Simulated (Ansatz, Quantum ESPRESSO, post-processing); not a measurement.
# Ag chain with one bond drawn out by 0.3 Å: ballistic transmission, part 4 of 4

How well does the junction conduct in the ballistic limit? It is: Ag chain with one bond drawn out by 0.3 Å.

Quantum ESPRESSO 7.5; plane-wave DFT, PBE, GBRV ultrasoft pseudopotentials; cross-check by Ansatz 0.2.0 with PAW datasets.

So far. Step 2 (Self-consistent run): The run needed 16 iterations to bring the estimated error under 1e-07 Ry; the largest force on any atom, held or free, is 0.51 eV/Å. Step 3 (Transmission with pwcond.x): At no point does T exceed the number of channels.

### Step 5. Cross-check with Ansatz

A second code with its own PAW datasets, on the same atoms.

Level of this step: plane-wave DFT, PBE, Ansatz PAW (Ansatz 0.2.0).

input.yaml reads:

```yaml
crystal:
  lattice:
    - [7.5, 0.0, 0.0]
    - [0.0, 7.5, 0.0]
    - [0.0, 0.0, 32.22]
  atoms:
    - { symbol: Ag, position: [0.5, 0.5, 0.0] }
    - { symbol: Ag, position: [0.5, 0.5, 0.0825574178] }
    - { symbol: Ag, position: [0.5, 0.5, 0.1651148355] }
    - { symbol: Ag, position: [0.5, 0.5, 0.2476722533] }
    - { symbol: Ag, position: [0.5, 0.5, 0.330229671] }
    - { symbol: Ag, position: [0.5, 0.5, 0.4127870888] }
    - { symbol: Ag, position: [0.5, 0.5, 0.5046554935] }
    - { symbol: Ag, position: [0.5, 0.5, 0.5872129112] }
    - { symbol: Ag, position: [0.5, 0.5, 0.669770329] }
    - { symbol: Ag, position: [0.5, 0.5, 0.7523277467] }
    - { symbol: Ag, position: [0.5, 0.5, 0.8348851645] }
    - { symbol: Ag, position: [0.5, 0.5, 0.9174425822] }
kpoints:
  mp_grid: { grid: [1, 1, 4] }
hamiltonian:
  xc: pbe
scf:
  occupations: { method: fermi_dirac, width: 0.1 }
  convergence: { dr2_threshold: 1.0e-08 }
output:
  transmission:
    leads: [[0, 1]]
    e_range: [-2.0, 2.0]
    de: 0.05
    kmesh: [1, 1]
    reduced_basis: true
  write_potential: true
  write_density: true
  volumetric_format: npy
```

Started as:

```console
> ansatz run input.yaml --threads 4 --pin off --max-ram 8192MiB --backend cpu --events-out ev --progress --plain --runs-dir out
```

Numbers of over 12 decimals in the logs are rounded to 6 here.

The program printed:

```text
Engine: ansatz 0.2.0, aarch64-unknown-linux-gnu
Pseudopotentials: kind: paw
Pseudopotential: Ag, paw, valence charge 19, recommended cutoff 420 eV (normal), Ag.paw.azcp
Functional definition: PBE
  parameter kappa = 0.804
  parameter beta = 0.066725
  exchange = pbe_x(kappa = kappa, mu = beta*pi^2/3)
  correlation = pbe_c(beta = beta)
Crystal: 12 atoms, lattice volume = 1812.375 Å³
Basis set: ecut = 420 eV, 35523 PW (Γ)
Bands: 137, of which v1, the nominal top of the filled ones, is band 114 counted from 1 (113 counted from 0)
Symmetry: 16 space group operations
Space group: P4/mmm (ITA 123), of the structure as read, at distance tolerance 1.2e-4 Å
k-points: 3 of 4
Non-local potential: Ag, projectors of the file, l = 0: 3, l = 1: 2, l = 2: 2, l = 3: 1
PAW form: soft (Blöchl's): semilocal exchange-correlation on the pseudo side does not see the compensation charge
PAW one-centre angular grid: Ag, 590 points (default); XC on 64 Gauss nodes
Initial density: superposition of atomic densities (neutral atoms: chi_scale 0, normalization atom), corrected by the library's trained network
Initial wavefunctions: pseudopotential atomic-orbital guess
Functional: x = pbe(κ = 0.804, μ = 0.219515), c = pbe(β = 0.066725)
SCF iter   1: F=—  HF=-91070.541288 eV  |F-HF|=—  |Δ(HF+E_count)|=         —  Δρ=1.25e-3  dr2=4.00e-2  ethr=1.77e-3  ⟨swp⟩=8.3  Hψ=1702  notcnv=0
preconditioner: auto → LDOS  [metal: Δε(μ)=0.041 eV  Ē_g=6.297 eV  σ=0.100 eV  W_gap=0.10  n_scr=222 (ndim 8)  ℏωp=10.0 eV  f_vac=0.725  D(μ)=4.90/eV (n_scr^D=6)  β→1.0]
SCF iter   2: F=—  HF=-91070.576487 eV  |F-HF|=—  |Δ(HF+E_count)|=   3.52e-2  Δρ=1.57e-3  dr2=3.93e-2  ethr=1.75e-5  ⟨swp⟩=2.0  Hψ=811  notcnv=0  defer=27
SCF iter   3: F=—  HF=-91070.567635 eV  |F-HF|=—  |Δ(HF+E_count)|=   8.85e-3  Δρ=7.38e-4  dr2=8.78e-3  ethr=1.73e-5  ⟨swp⟩=2.0  Hψ=691  notcnv=0  defer=27
SCF iter   4: F=—  HF=-91070.565237 eV  |F-HF|=—  |Δ(HF+E_count)|=   2.40e-3  Δρ=1.98e-4  dr2=6.26e-4  ethr=3.85e-6  ⟨swp⟩=2.7  Hψ=571  notcnv=0  defer=27
SCF iter   5: F=—  HF=-91070.565066 eV  |F-HF|=—  |Δ(HF+E_count)|=   1.71e-4  Δρ=3.37e-5  dr2=4.13e-5  ethr=2.75e-7  ⟨swp⟩=2.0  Hψ=583  notcnv=0  defer=27
SCF iter   6: F=—  HF=-91070.565090 eV  |F-HF|=—  |Δ(HF+E_count)|=   2.36e-5  Δρ=5.37e-6  dr2=5.61e-7  ethr=1.81e-8  ⟨swp⟩=2.0  Hψ=583  notcnv=0  defer=27
SCF iter   7: F=—  HF=-91070.564343 eV  |F-HF|=—  |Δ(HF+E_count)|=   7.46e-4  Δρ=1.96e-6  dr2=8.95e-8  ethr=2.46e-10  ⟨swp⟩=2.0  Hψ=587  notcnv=0  defer=27
SCF iter   8: F=-91070.564343 eV  HF=-91070.564343 eV  |F-HF|=4.51e-10  |Δ(HF+E_count)|=   1.19e-7  Δρ=6.14e-7  dr2=9.68e-9  ethr=4.39e-12  ⟨swp⟩=9.3  Hψ=1521  notcnv=0
SCF 1 converged in 8 iterations: F = -91070.564343 eV  dr2 = 9.68e-9
  greatest PAW one-centre occupation: 1.000 electrons in one spin orbital (limit 2), on the Ag atom at site 7 (counted from 0), in its partial waves of l = 0
transmission: 41 of 246 steps passed
transmission: 82 of 246 steps passed
[...]
transmission: 246 of 246 steps passed
WARN: The output density's exchange-correlation potential varies sharply where the density is thin. Do not read a vacuum level from v_tot or v_xc, or from such a field of the output density. On a cell that repeats whose density bears no net charge and no dipole along the vacuum's axis use v_es (v_loc + v_h of the components); under efield.dipole_correction with no amplitude use v_es + v_field, which holds any externa [...]
SCF converged after 8 iterations
Free energy (F): -91070.564343 eV
Harris-Foulkes:  -91070.564343 eV  (|F-HF|=4.51e-10)
Internal energy: -91070.401005 eV  (E = F + TS)
E sigma→0 (E₀):  -91070.482674 eV
Entropy (-TS):   -0.163338 eV (-13.612 meV/atom)
Fermi energy:    -2.627125 eV
--- Per-component energies (eV) ---
  E_band       = -6993.083617
  E_kinetic    = 6339.799675
  E_local      = -73675.139754  (includes V_loc(G=0)·N_el)
  E_nonlocal   = 982.823610
  E_hartree    = 33565.940391
  E_xc         = -2192.298445
  E_vxc        = -2780.400980  (∫ρ·V_xc dr)
  E_paw        = -46854.625954  (= ΣΔE_a)
  E_vpaw       = -4992.054209  (= ΣTr[D̂ρ^β])
  E_aug_tail   = 0.003796  (compensation charges beyond the density's cutoff)
  E_ewald      = -9236.904324
  E_smearing   = -0.163338  (= −TS)
  E_closure    = -0.000000  (closes the sum)
  Σ components = -91070.564343   (vs F -91070.564343, Δ=0.00e0)
--- Band table (eV) ---
  k-point 0: bands = [... 110 lower, -3.5940, -3.2868, -3.2546, -2.6558, -2.6195, -1.6174, -1.5665, -0.1182, ... 19 higher]
  k-point 1: bands = [... 110 lower, -3.5473, -3.3791, -3.1440, -2.8296, -2.4196, -1.8974, -1.2569, -0.5082, ... 19 higher]
  k-point 2: bands = [... 110 lower, -3.4872, -3.4553, -3.0144, -2.9811, -2.1968, -2.1495, -0.9181, -0.8716, ... 19 higher]
--- Transmission ---
  basis      : 497 plane waves across, 41 finite elements along
  points     : 1, standing for a mesh of 1 x 1
  energies   : 81 from -2.000000 to 2.000000 eV about the Fermi level, 0.050000 eV apart; the leads are filled to 0.000000 eV, and channels, transmission and decay are at 0.000000 eV
  crystal 0  : Ag1, at the sites [0, 1], period 2.6600 Å, over 31.92 Å; its Hamiltonian steps by up to 1.1 meV
    offset         : up to 0.0000 Å between an atom of the period and one for which it stands
    channels       : 1.000000e0 a spin
    conductance    : none, the energies end too early or step too widely for 300 K: set another output.transmission.e_range or a lower de, or, where they end at an eighth of basis.ecutwfc, a higher one
  junction   : crystal 0 to crystal 0, -0.63 to 28.93 Å
    transmission   : 9.808534e-1 a spin
    error estimate : 3.550303e-6 a spin from the reduction of the transverse basis, at the most 1.734417e-4 at -2.000000 eV
    conductance    : none, the energies end too early or step too widely for 300 K: set another output.transmission.e_range or a lower de, or, where they end at an eighth of basis.ecutwfc, a higher one
```

It took 42 s on 4 threads of Arm Neoverse V2, shared host; peak memory 3.2 GiB; 2.6 min of CPU time.

This step gave:

| Quantity | Value |
| --- | --- |
| free energy | -91070.5643 eV |
| energy at zero smearing | -91070.4827 eV |
| smearing term TS | 0.1633 eV |
| Fermi energy | -2.627 eV |
| symmetry operations | 16 |
| transmission at the Fermi level, one spin | 0.9809 |
| step of the lead's Hamiltonian over a period | 1.1 meV |

Per spin. Transmission against energy, zero at the Fermi level:

```
energy (eV)  transmission
     -2.000          1.52
     -1.800         0.402
     -1.600             0
     -1.400             0
     -1.200             0
     -1.000         0.787
     -0.800         0.928
     -0.600         0.958
     -0.400         0.971
     -0.200         0.978
      0.000         0.981
      0.200         0.981
      0.400         0.980
      0.600         0.980
      0.800         0.982
      1.000         0.984
      1.200         0.986
      1.400         0.988
      1.600         0.990
      1.800         0.991
      2.000         0.993
```

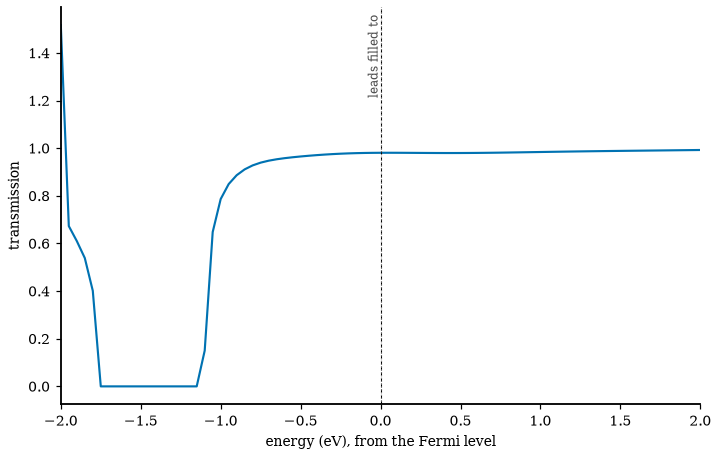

Transmission, plotted against energy.

Per spin. The open channels by energy, zero at the Fermi level:

```
energy (eV)  open channels
    -2.0000              3
    -1.7500              0
    -1.5000              0
    -1.2500              0
    -1.0000              1
    -0.7500              1
    -0.5000              1
    -0.2500              1
     0.0000              1
     0.2500              1
     0.5000              1
     0.7500              1
     1.0000              1
     1.2500              1
     1.5000              1
     1.7500              1
     2.0000              1
```

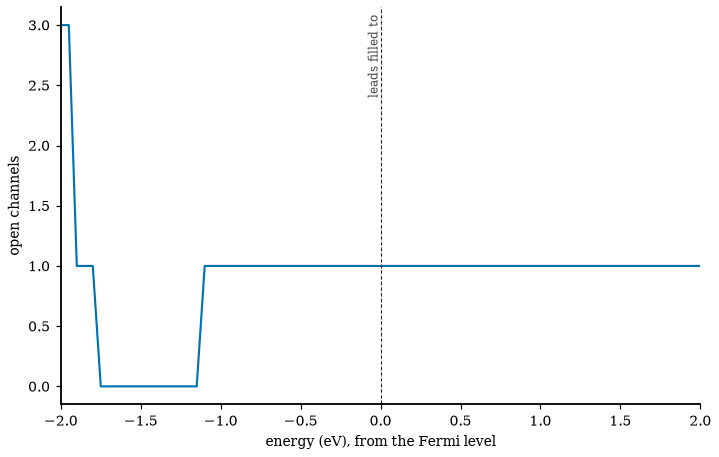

Open channels against energy.

Ansatz finds T = 0.981 against pwcond's 0.974.

### Step 6. All levels side by side

All levels:

```
                   step  T at the Fermi level (per spin)  conductance (G0)  r.m.s. T(E) from the first  CPU time of the step (s)  peak memory (GiB)
                 Ansatz                           0.9809                 -                           0                     153.6              3.159
                 pwcond                           0.9737            0.9737                    0.006093                     877.6                0.5
pwcond, changed setting                           0.9762            0.9762                      0.3326                     789.1               0.46
```

Per spin. Table of transmission by energy, zero at the Fermi level:

```
energy (eV)  Ansatz  pwcond  pwcond, changed setting
      -2.00    1.52    1.54                     2.11
      -1.80   0.402   0.379                     1.64
      -1.50       0       0                   0.0372
      -1.30       0       0                        0
      -1.10   0.150   0.172                        0
      -0.80   0.928   0.927                    0.925
      -0.60   0.958   0.958                    0.959
      -0.40   0.971   0.970                    0.971
      -0.10   0.980   0.976                    0.975
       0.00   0.981   0.974                    0.976
       0.10   0.981   0.977                    0.977
       0.40   0.980   0.980                    0.979
       0.60   0.980   0.981                    0.980
       0.80   0.982   0.983                    0.982
       1.10   0.985   0.985                    0.984
       1.30   0.987   0.987                    0.986
       1.50   0.989   0.989                    0.988
       1.80   0.991   0.991                    0.991
       2.00   0.993   0.993                    0.992
```

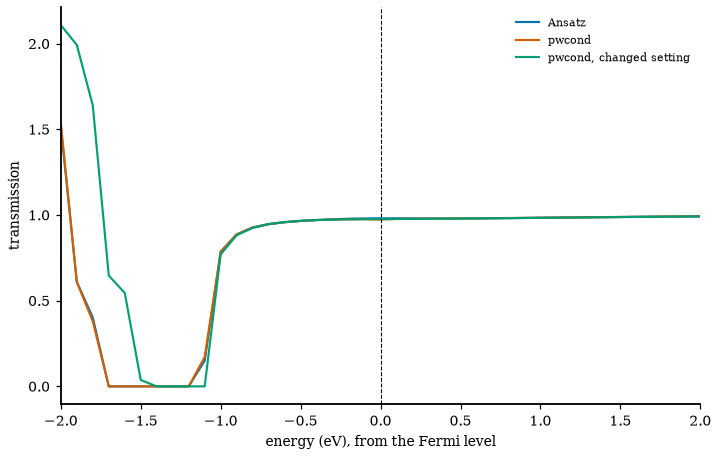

Transmission against energy.

### Step 7. By hand

G = 0.974 × 77.48 µS = 75.4 µS a cell, a resistance of 13.3 kΩ.

### Step 8. Outcome

```json
{"conductance from T at the Fermi level, a cell (G₀ = 2e²/h)": "0.974 G₀", "lead channels per spin": "1.00", "the same conductance by Ansatz": "0.981 G₀"}
```

The junction conducts 0.974 G₀ a cell at the Fermi level (PBE, GBRV ultrasoft). At the Fermi level the junction passes 97 % of what the leads offer, nearly all. At the Fermi level pwcond and Ansatz differ by 0.73 %, a close match. Over -2 to 2 eV, T lies between 0 and 1.5 per spin. The geometry is as built, not relaxed, and the leads are short.

[Logs are printed without paths, hosts, clocks, repeated set-up lines and the standing remarks that a program may print on its own settings, such as how far it seeks lower states.]

[Hosts, paths, dates, database ids (printed as entryN), source tags and the programs' standing remarks are cut or masked in the printed files.]

[Maps of the electrostatic potential energy from Ansatz leave out the sawtooth potential of an applied field or a dipole correction, so their vacuum need not be flat; planar profiles and work functions include it.]
